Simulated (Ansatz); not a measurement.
Start from ZnS in the wurtzite structure (space group P6_3mc, No. 186; a = 3.845 Å, c = 6.305 Å). Axes: x lies along a and z along c of the hexagonal cell.

One thing is altered: the cell is compressed by 1.80 % along z with no lateral relaxation, atoms relaxed at fixed cell.

Method: PBE in Ansatz (plane waves to 420 eV, PAW, without spin-orbit coupling).

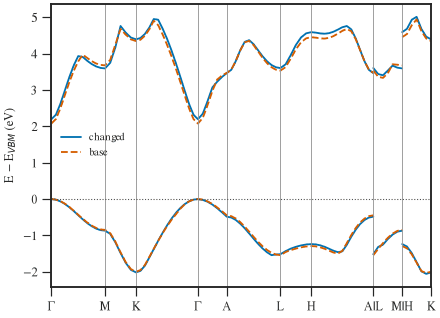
Highest valence and lowest conduction band along the path, each from its own valence-band maximum

Q: From the figure, how large is the changed gap, and is it direct?

A: About 2.2 eV, direct at Γ.

The cells carry an imposed strain or load. Whether these cells are dynamically stable was not tested.

Ansatz is a quantum-chemistry and plane-wave program.
